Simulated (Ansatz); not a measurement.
Start from ZnS in the wurtzite structure (space group P6_3mc, No. 186; a = 3.8070 Å, c = 6.2462 Å). Axes: x lies along a and z along c of the hexagonal cell.

The change: biaxial strain +2.28 %, plane normal [001], relaxed out of plane (Cartesian); in-plane vectors clamped, the third vector and the atoms free.

Calculations: plane-wave PAW DFT at the r2SCAN level (Ansatz, a program for electronic structure, 500 eV), spin-orbit coupling left out, earlier PAW set.

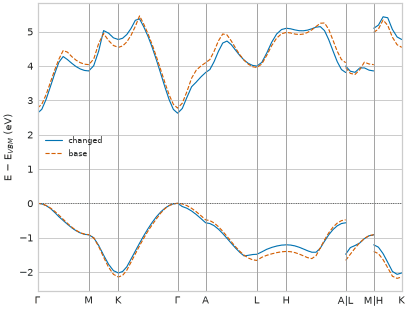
Figure: Highest valence and lowest conduction band along the path, each from its own valence-band maximum

Task: From the figure, how large is the changed gap, and is it direct?

Result: About 2.6 eV, direct at Γ.

Stability against distortions was not tested.
